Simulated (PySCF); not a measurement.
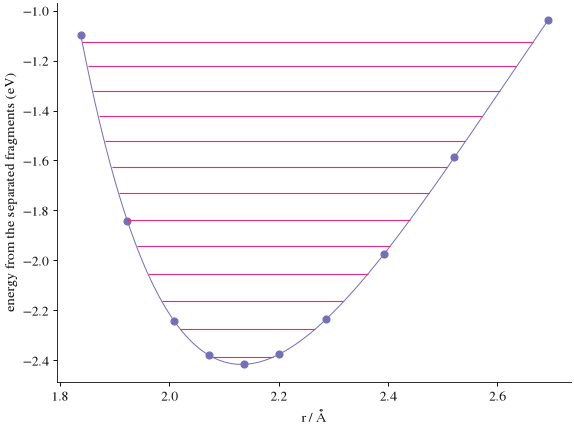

Bond curve of a diatomic species. PBE0, Gaussian basis with PySCF 2.14.0, UKS. One reference determinant with the occupation held, the lowest that a PBE0 search over spins and occupations found; no spin-orbit coupling. Zero is the separated fragments in their ground configurations, without counterpoise. With PBE0 the solution stays closed-shell at all points drawn; such a solution can't reach the open-shell fragments at long range. 2 further points of the run are not drawn. Horizontal lines: vibrational levels from ωe and ωexe, every 2nd one, starting at v = 0.

### Which species is it?
A. Br₂⁺, doublet
B. GeB, quartet
C. BrCl, singlet
D. RbH, singlet

Option C, BrCl, singlet. A fit to the curve gives re = 2.132 Å, ωe = 461 cm⁻¹, ωexe = 1.5 cm⁻¹, De = 2.42 eV (PBE0/cc-pVTZ(-PP) (ECP)).

Note: spin-orbit coupling is left out; it can lower the fragment Br more than the molecule, and De with it.
